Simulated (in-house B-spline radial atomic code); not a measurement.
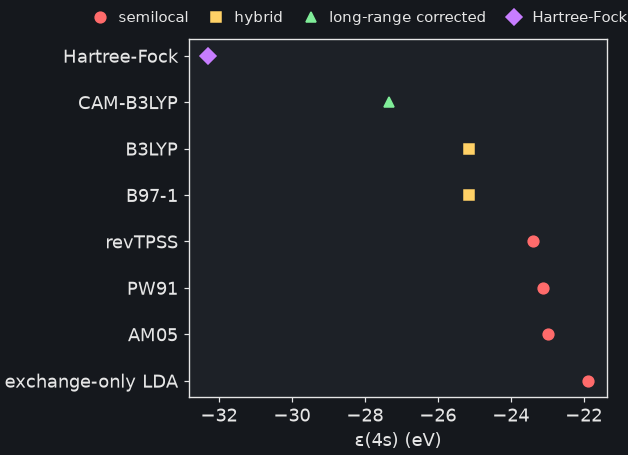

A free Kr atom; electrons: [Ar] 3d10 4s2 4p6. All runs are scalar-relativistic, spin-polarised and spherical, computed with an in-house B-spline radial code (spin-free X2C). Hartree-Fock is the average over the configuration. The plot shows the eigenvalue (eV) of the 4s orbital by 8 methods.

How much do the methods differ, and in which order?

The deepest is Hartree-Fock (−32.3) and the shallowest exchange-only LDA (−21.9), a spread of 10.4 eV. In order (eV): Hartree-Fock (−32.3), CAM-B3LYP (−27.3), B3LYP (−25.2), B97-1 (−25.1), revTPSS (−23.4), PW91 (−23.1), AM05 (−23.0), exchange-only LDA (−21.9). On the whole, exact exchange removes self-interaction and deepens occupied levels.
